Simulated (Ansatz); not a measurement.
The starting structures come from a database of crystals and need not be the phases stable at ambient conditions.

 Where the default PAW files enter, the runs use the earlier of Ansatz's two default sets.

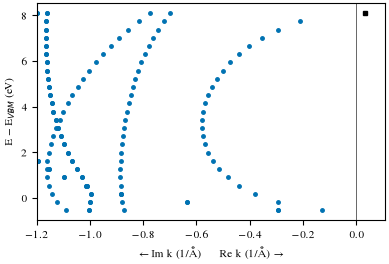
Fig. 1. Complex bands at the centre of the two-dimensional zone; r2SCAN run with Ansatz (a first-principles code)

The gap is the functional's own. No spin-orbit coupling. Mid-gap values are interpolated on the energy grid.

Question: This is RbAlF4 (P4/mmm, not sure to be the ambient phase, 6 atoms a cell, 13.9 Å³ an atom) along the normal of (001). Read off the slowest decay at the centre of the two-dimensional zone at 4.14 eV, the computed energy nearest the middle of the gap.

Answer: κ ≈ 0.57 1/Å, a decay length 1/(2κ) of the density of 0.88 Å.
